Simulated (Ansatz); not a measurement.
CH9BOSSi2 (SMILES BOC([SiH3])S[SiH3])

Input file:

```
crystal:
  periodic: [false, false, false]
  atoms:
    - { symbol: B, position_ang: [-0.6567, -1.9197, -0.7523] }
    - { symbol: O, position_ang: [-0.5197, -0.4358, -1.0133] }
    - { symbol: C, position_ang: [0.4035, 0.104, -0.1274] }
    - { symbol: Si, position_ang: [2.2154, 0.0796, -0.9012] }
    - { symbol: S, position_ang: [0.021, 1.839, 0.1942] }
    - { symbol: Si, position_ang: [-1.7425, 1.4263, 1.3735] }
    - { symbol: H, position_ang: [-1.5054, -2.2367, 0.0008] }
    - { symbol: H, position_ang: [-0.0003, -2.6487, -1.3417] }
    - { symbol: H, position_ang: [0.4996, -0.4056, 0.9144] }
    - { symbol: H, position_ang: [3.115, 0.6915, 0.0383] }
    - { symbol: H, position_ang: [2.525, -1.3239, -1.1334] }
    - { symbol: H, position_ang: [2.1317, 0.8194, -2.1496] }
    - { symbol: H, position_ang: [-2.7618, 0.7055, 0.5313] }
    - { symbol: H, position_ang: [-1.3993, 0.6008, 2.5549] }
    - { symbol: H, position_ang: [-2.3473, 2.6536, 1.841] }
basis:
  gaussian: { orbitals: "6-31G*" }
hamiltonian:
  xc: pbe0
relax:
  f_tol: 0.015
  max_steps: 40
output:
  orbitals: {}
```

Command:

```sh
ansatz run input.yaml --threads 2 --pin off --max-ram 3072MiB --backend cpu --events-out ev --progress --plain --runs-dir out
```

The fields are those of the relaxed geometry.

Level of theory: RKS PBE0/6-31G* (Ansatz 0.2.0).

Question: What can the converged electron density and electron localisation function tell about the bonding?

Answer: B–O (1.35 Å): ρ at the midpoint is about 2.1 e/Å³; the ELF peaks at about 0.90 between the atoms (a shared but strongly polarised pair).
C–O (1.42 Å): ρ at the midpoint is about 2 e/Å³, with its minimum of 1.7 e/Å³ about 0.5 Å from C; the ELF peaks at about 0.85 between the atoms, as expected for a shared but strongly polarised pair.
C–H (1.10 Å): the density is about 2 e/Å³ at the midpoint; the ELF climbs to about 1 towards the hydrogen, as it does in any bond to H: an ordinary covalent bond to hydrogen.

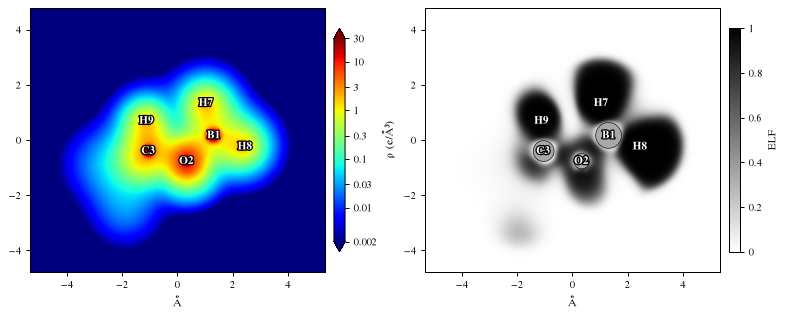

Computed electron density and electron localisation function on the plane of atoms B1, O2 and C3, in this order. Grey discs cover the atomic cores in the ELF map. 
